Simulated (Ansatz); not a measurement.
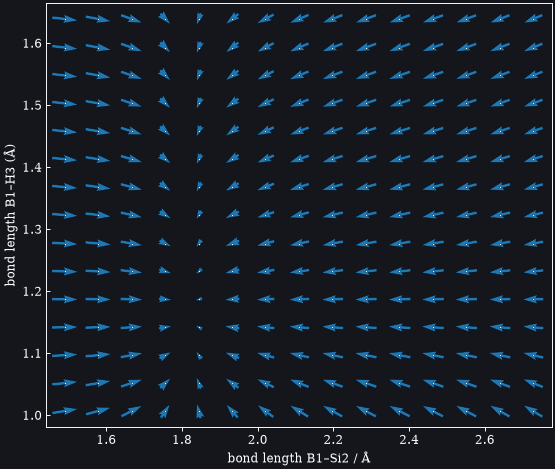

BH₃Si, SMILES B=[SiH2]. First axis: bond length B1–Si2. Second axis: bond length B1–H3. Nothing is relaxed (all other coordinates rigid). Grid: 15 × 15 points. Points are written as (first, second). The reference is spin-restricted, which grows unreliable where a bond is stretched far. Theory: RHF/def2-TZVP (Ansatz 0.2.0).

Drawn: dots at the grid points, arrows along the force (downhill), their lengths compressed.

### The arrows alone are given. Where is the energy lowest?

The arrows converge at about (1.818 Å, 1.170 Å) (read from the interpolated surface).

The energy map of the same scan:

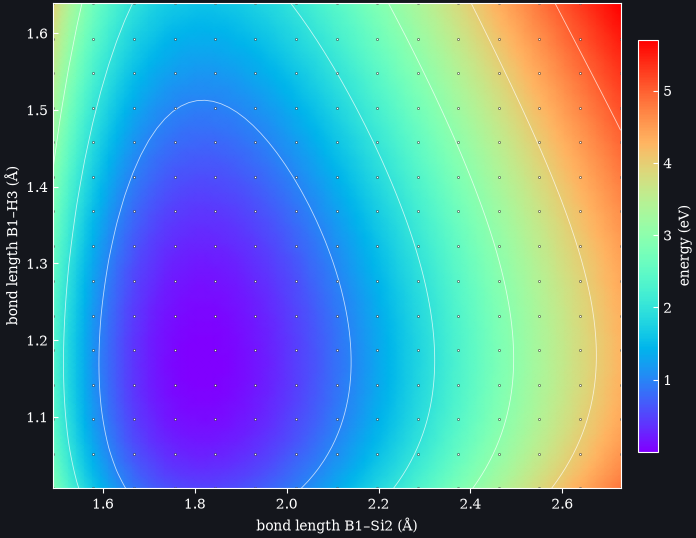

Energies are in eV, from the relaxed molecule at the same level; between grid points the surface is interpolated.
